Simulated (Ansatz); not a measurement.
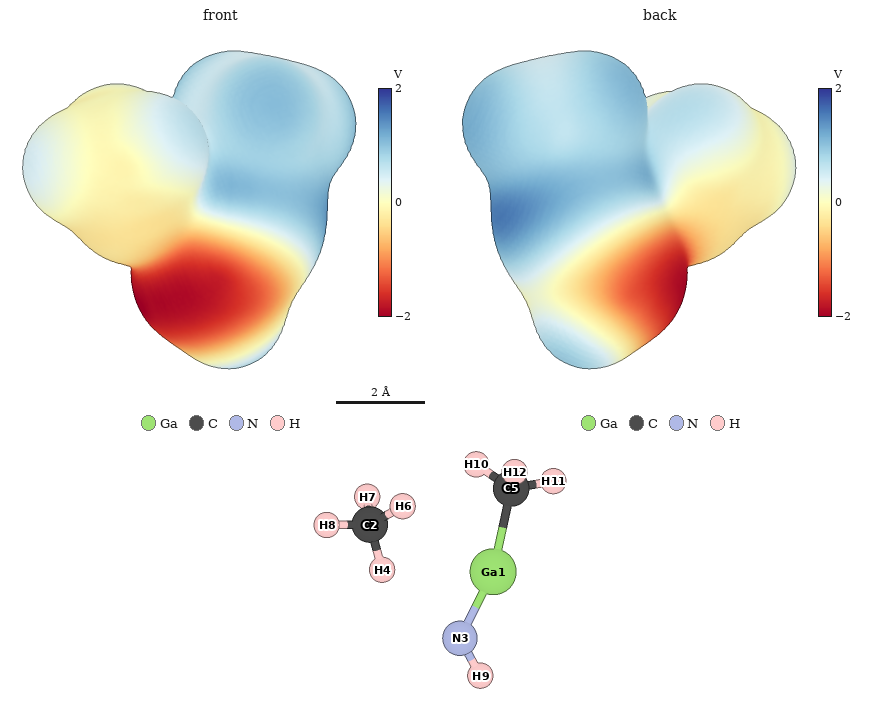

Figure. CH₄GaN···CH₄. The electrostatic potential painted on the density surface at 0.002 e/bohr³, seen from the front and from behind; red is negative and blue positive. The bare structure is drawn below in the same view.

All numbers below come from Ansatz, RKS PBE-D4/def2-SVP.

```yaml
atoms:
  - { symbol: Ga, position_ang: [-0.6059, -1.1603, -0.8650] }
  - { symbol: C, position_ang: [0.6579, 0.7982, 1.6998] }
  - { symbol: N, position_ang: [-0.7475, -2.2897, 0.4202] }
  - { symbol: H, position_ang: [0.2856, -0.2442, 1.7485] }
  - { symbol: C, position_ang: [-0.2560, 0.4402, -1.9203] }
  - { symbol: H, position_ang: [1.5432, 0.8529, 1.0373] }
  - { symbol: H, position_ang: [-0.1362, 1.4667, 1.3146] }
  - { symbol: H, position_ang: [0.9464, 1.1323, 2.7140] }
  - { symbol: H, position_ang: [-1.1166, -3.2329, 0.2230] }
  - { symbol: H, position_ang: [-0.8463, 1.2873, -1.5206] }
  - { symbol: H, position_ang: [-0.5466, 0.2608, -2.9735] }
  - { symbol: H, position_ang: [0.8220, 0.6888, -1.8781] }
```

### Which sites attract a positive test charge, and which a negative one?

A positive charge is drawn to the negative regions and a negative charge to the positive ones. The most negative region (about −1.9 V) lies over N3, the most positive (about +1.5 V) over Ga1. N3 is the likeliest acceptor of a hydrogen bond.
